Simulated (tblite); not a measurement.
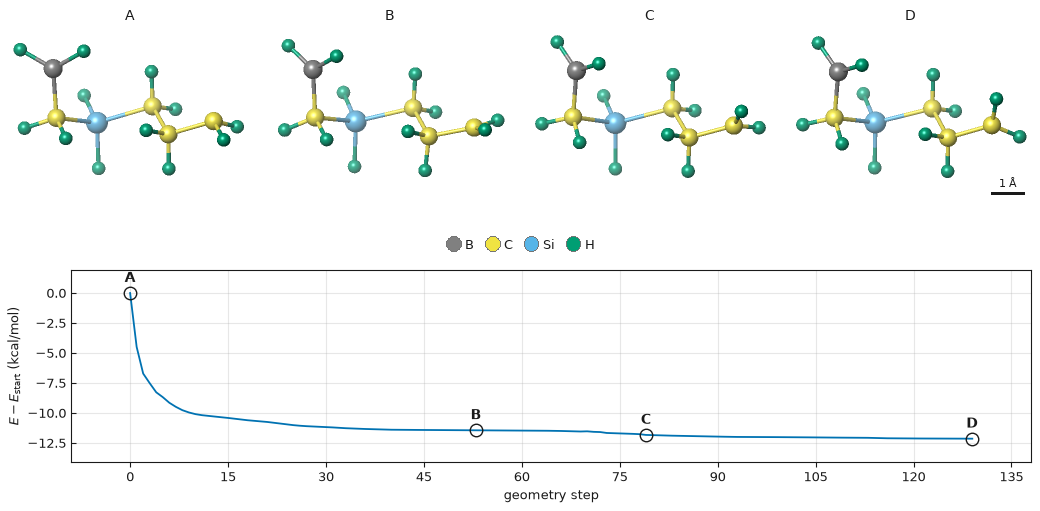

Frames of a relaxation of C4H12BSi (multiplicity 2), marked on the history of the run. Style: ball-and-stick. Shown from a free direction.

Theory: GFN2-xTB geometry optimisation, gas phase (tblite). 

**Describe the path.**

After 129 geometry steps the energy has fallen by 12.1 kcal/mol. An H atom moves most after the best rigid fit: 1.30 Å. Largest moves by element: H 1.30 Å, B 0.24 Å, C 0.14 Å, Si 0.06 Å. Near-neighbour distances that change, for instance: C–C 1.521 → 1.468 Å, B–C 1.594 → 1.546 Å, C–Si 1.875 → 1.921 Å, C–C 1.513 → 1.552 Å. Bond angles that change, for instance: C–C–H 110.1° → 120.4°, C–C–H 110.5° → 120.3°, H–C–H 109.7° → 117.9°. Groups turn about B–C by about 30°. From step 0 to 53: an H atom moves most (0.48 Å), energy −11.4 kcal/mol. From step 53 to 79: an H atom moves most (0.58 Å), energy −0.39 kcal/mol. From step 79 to 129: an H atom moves most (0.46 Å), energy −0.31 kcal/mol.
